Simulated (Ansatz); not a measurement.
## Electronic structure of ClNSi₂ (SMILES [Si][N][Si]Cl) (triplet) in real space

Input file:

```
crystal:
  periodic: [false, false, false]
  atoms:
    - {symbol: Cl, position_ang: [-1.796077, 1.146169, 0.993657]}
    - {symbol: "N", position_ang: [0.793090, -0.462395, -0.169866]}
    - {symbol: Si, position_ang: [0.195371, 0.946967, 0.451113]}
    - {symbol: Si, position_ang: [1.457575, -1.803140, -0.783484]}
basis:
  gaussian:
    orbitals: def2-TZVPD
hamiltonian:
  xc: pbe0
magnetization:
  spin_polarized: true
  initial_magnetization: 2
output: {forces: true, orbitals: {seedname: orbitals}}
```

Run with:

```sh
ansatz run input.yaml --threads 1 --pin off --max-ram 2610MiB --events-out events.jsonl --progress --plain --runs-dir runs
```

Geometry: PBE0-D3(BJ)/def2-SVP.

Method: Ansatz 0.2.0, isolated molecule in a Gaussian basis; Kohn-Sham density functional theory, functional PBE0.

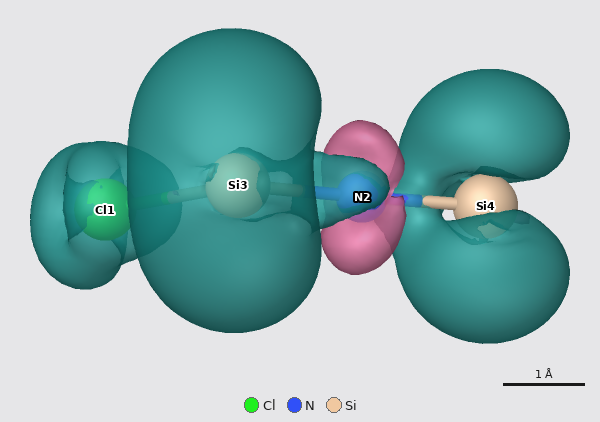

Figure 1. Isosurfaces of the spin density (α minus β) at +0.02 (teal) and −0.02 e/Å³ (pink), seen from one side.

### Where is the unpaired spin?

The unpaired spin (2 electrons) lies mostly on Si3 (about 1.3), Si4 (about 0.5) and Cl1 (about 0.2), in electrons by Hirshfeld's partition.

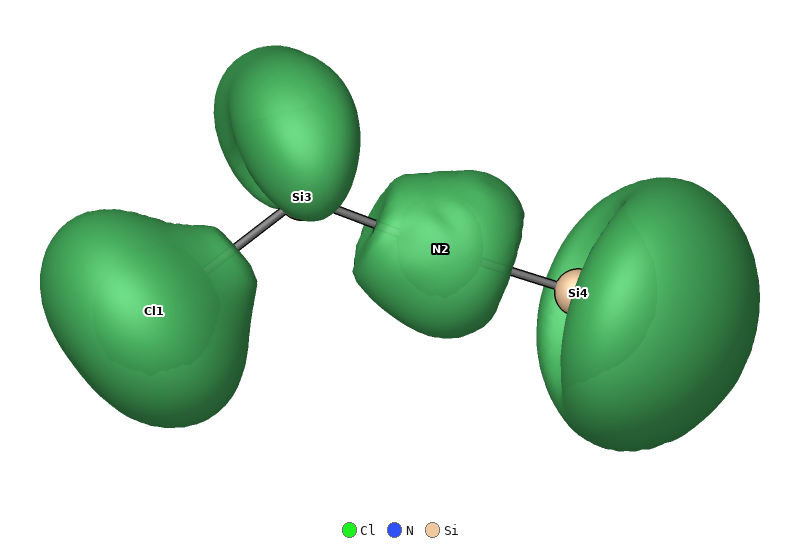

Figure 2. Isosurface of the ELF at 0.75 (green), seen across its widest extent. Core shells and regions of very low density are left out.

### What do the ELF domains correspond to?

The surface consists of one region on Cl in which the atom's valence shell and bonds are merged, one region on N in which the atom's valence shell and bonds are merged and two lobes on Si, pointing away from the bonds (non-bonding electrons). Along the contacts the grid gives the following. Si–N (1.62 Å): the ELF peaks at about 0.85 between the atoms (a polar covalent bond). Si–Cl (2.07 Å): the ELF peaks at about 0.85 between the atoms, as expected for a polar covalent bond.

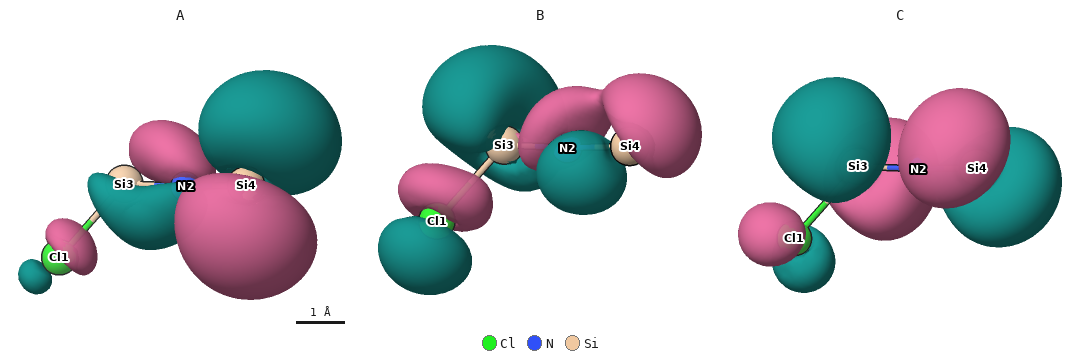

Figure 3. Three frontier orbitals at ±0.08 Å⁻³ᐟ² (teal and pink are the two phases), in no order.

### Which picture is the HOMO−1, the HOMO and the LUMO? All are α orbitals.

B is the HOMO−1 (α) (−7.66 eV). It lies mainly on Si3 (about 50 %), N2 (about 20 %), Cl1 (about 20 %) and Si4 (about 15 %); it is symmetric in the molecular plane (an in-plane orbital: σ, lone-pair or in-plane π type). C is the HOMO (α) (−4.74 eV). Its weight (Hirshfeld) is mainly on Si3 (about 50 %), Si4 (about 40 %) and Cl1 (about 10 %); it changes sign across the molecular plane (π type). A is the LUMO (α) (−2.16 eV). By Hirshfeld shares it lies mainly on Si4 (about 80 %), N2 (about 10 %) and Si3 (about 10 %); it is symmetric in the molecular plane (an in-plane orbital: σ, lone-pair or in-plane π type).

### What is the gap between the highest occupied and lowest empty α orbitals?

2.58 eV between the orbital energies.

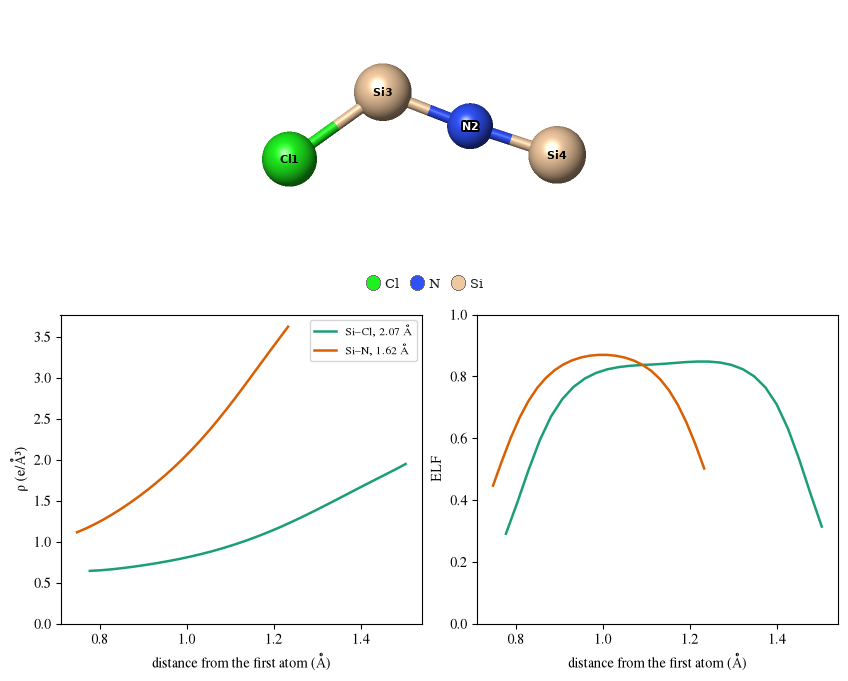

Figure 4. Electron density and ELF along straight lines between neighbouring atoms. The curves leave out the atomic cores. The structure is drawn too.

### What can be read from the curves?

Si–Cl (2.07 Å): ρ at the midpoint is about 0.85 e/Å³; the ELF peaks at about 0.85 between the atoms (a shared but strongly polarised pair).
Si–N (1.62 Å): the density is about 1.3 e/Å³ at the midpoint; the ELF peaks at about 0.85 between the atoms: a polar covalent bond.
